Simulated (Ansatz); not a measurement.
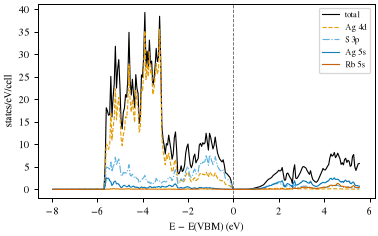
Figure: Total and projected density of states of RbAg$_{3}$S$_{2}$ in space group C2/m (No. 12; Pearson symbol mS24), plane-wave PAW r²SCAN (Ansatz code)

Problem. Which orbitals carry the states next to the gap?

Solution. Top 1 eV of the valence band: S 3p 64 %, Ag 4d 31 %. Bottom 1 eV of the conduction band: S 3p 38 %, Ag 5s 30 %, S 3s 12 %, Ag 4d 7 %, Rb 5s 7 %. Projections are on Löwdin-orthogonalised atomic valence shells; empty p or d shells of many metals are not among them.

Problem. Where is the tallest occupied peak in this window, and what makes it?

Solution. Near -3.9 eV, about 39 states/eV per cell; the largest projected share is Ag 4d.

The workflow started from a Materials Project entry (that database holds measured and hypothetical structures alike); the Crystallography Open Database copy checked does not list it. Its standing as an ambient phase is unchecked. Symmetry was held in the r²SCAN relaxation; its stability against distortions is not shown here. No spin polarisation was allowed. Scalar-relativistic: spin–orbit coupling is off unless named, which matters more the heavier the elements.

Potentials: the later of the program's two PAW sets.
